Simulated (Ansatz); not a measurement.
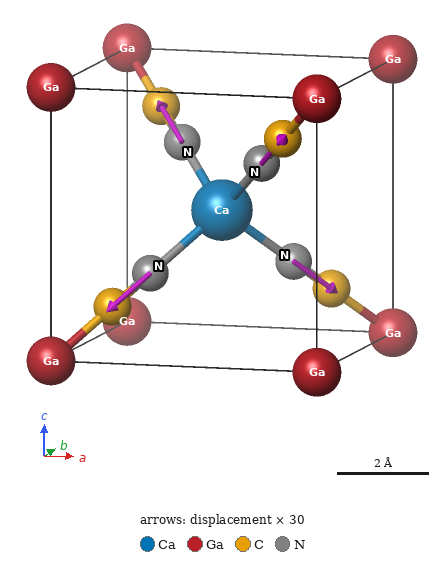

This is a relaxation of solid CaGaC$_{4}$N$_{4}$ (a generated structure, set up in P-43m) (coarse preliminary run). The starting structure is drawn; purple arrows show the displacements (the part carried along by the change of the cell is left out), magnified 30 times.

Style: ball-and-stick. Shown: the cell of the calculation, slightly off an axis.

Level of theory: DFT PBE, scalar-relativistic, plane waves, PAW (Ansatz 0.2.0). Set-up: plane-wave cutoff 420 eV; k-point mesh 4 × 4 × 4; occupations gaussian; smearing width 0.1 eV; no spin polarisation; cell and atoms relaxed; force threshold 0.04 eV/Å; at most 70 steps.

Describe the change and its energy.

Answer. The energy falls by 48.9 meV per atom in 3 accepted moves (5 points after the start). Largest force component: 0.46 eV/Å at the start, 0.0033 eV/Å at the end. Pressure: 5.40 GPa at the start and 0.10 GPa at the end. The SCF was repeated twice at an unchanged geometry on a basis and grid sized afresh for the cell, which shifted the energy by 6.9 meV per atom at most. The largest moves relative to the cell, 0.046 Å, are those of N atoms. Largest moves by element: N 0.046 Å, C 0.002 Å. Ca and Ga stay in place. The drawn cell changes as follows: a = b = c 6.092 → 6.337 Å (+4.0 %); the volume changes by +12.6 %. Some distances before and after: Ca–N 2.210 → 2.345 Å, C–Ga 1.896 → 1.970 Å. The space group stays P-43m (No. 215).
